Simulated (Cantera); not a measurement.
A closed system holds: 1 mol BN, 0.57 mol H2O, 5 mol H2, equilibrated at 1.20 mbar.

Equilibrium computed with Cantera from the NASA thermochemical tables; the gas is ideal and each condensed phase is pure. Candidate condensed phases: B, BN, B2O3, B3O3H3, H2O; 39 gas species. Mutual solubility and eutectic melting of coexisting phases are not modelled. The tables' values for BH2 are old estimates; treat these amounts as uncertain. Rates play no part.

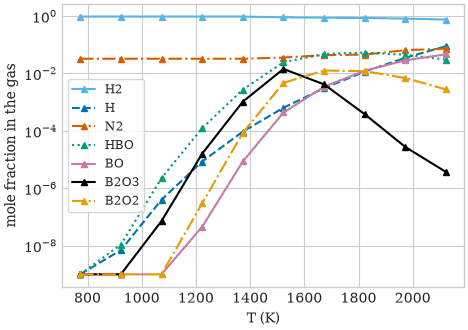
*Equilibrium gas composition (values under 1e-9 drawn at 1e-9)*

From 773 K to 1373 K the condensed part is BN(s) + B2O3(l). From 1523 K to 1823 K the condensed part is BN(s). At 1973 K the condensed part is B(s) + BN(s). At 2123 K the condensed part is B(s). The main B-bearing gas is (HBO2)3 at 773 K and BO at 2123 K.
